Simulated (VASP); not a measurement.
Consider the following.

```
AuCu
1.0
    0.00000     1.95885     1.95885
    1.95885     0.00000     1.95885
    7.64707     7.64707     0.18834
Cu Au
2 2
Direct
  0.97725   0.97725   0.01706
  0.02275   0.02275   0.23294
  0.02645   0.02645   0.48016
  0.97355   0.97355   0.76984
```

These are PBEsol GGA, VASP's PBE PAW potentials (set 64) (plane waves; VASP) values and carry that method's errors. Numerical set-up: 400 eV cut-off, 15×15×4 Γ-centred mesh, tetrahedra with Blöchl corrections, potentials Cu Au.

Unless said otherwise, spin-orbit coupling is left out, though it shifts the bands of the heavy elements here.

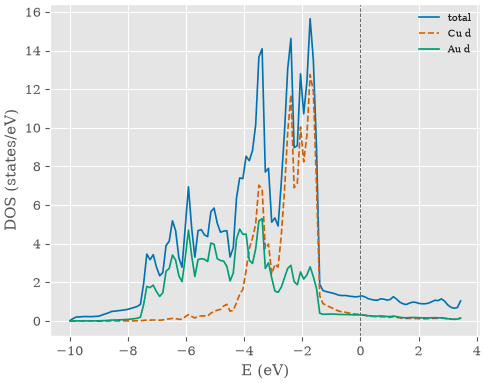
Figure. Total and projected density of states, zero at the Fermi level

Within 2 eV below the Fermi level the largest weight inside VASP's projection spheres is Cu d, then Au d.

It has no gap at this level: it comes out as a metal or semimetal.

The structure was generated: Au2Cu2 was put into an ordered model structure (R-3m), which need not be its known phase. It was relaxed first.
